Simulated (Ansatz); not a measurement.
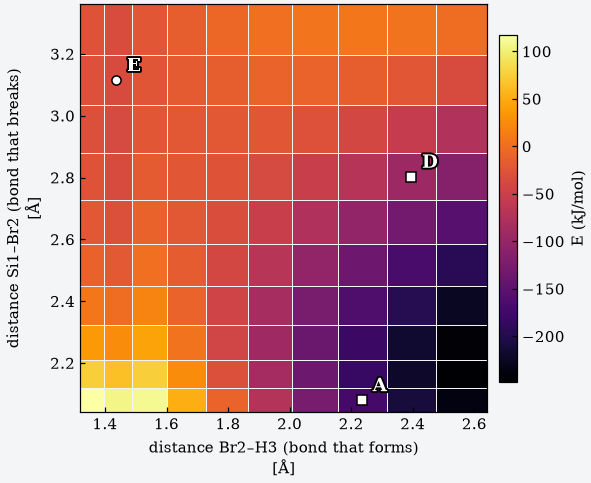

The reacting system BrClH₂Si (fragments BrClH₂Si where the first distance is long, ClHSi + BrH where the second is long). 
- The first coordinate is: distance Br2–H3 (bond that forms); the second: distance Si1–Br2 (bond that breaks).
- Relaxed at each point: all other coordinates.
- The grid has 10 × 10 points.
- Points are written as (first, second).
- Energies: kJ/mol, counted from a guessed transition structure relaxed with its forming and breaking bonds held.
- Energies and slopes of some neighbouring points disagree (a jump in structure or state, or too coarse a mesh). The reference is spin-restricted, so regions where a bond is pulled apart into radicals lie too high.
- Method: RKS B3LYP-D4/def2-SVP (Ansatz 0.2.0).

Drawn: one coloured cell a grid point, lettered points.

Rank the lettered points by energy, lowest first.

A (−172 kJ/mol), D (−93 kJ/mol), E (−36 kJ/mol).
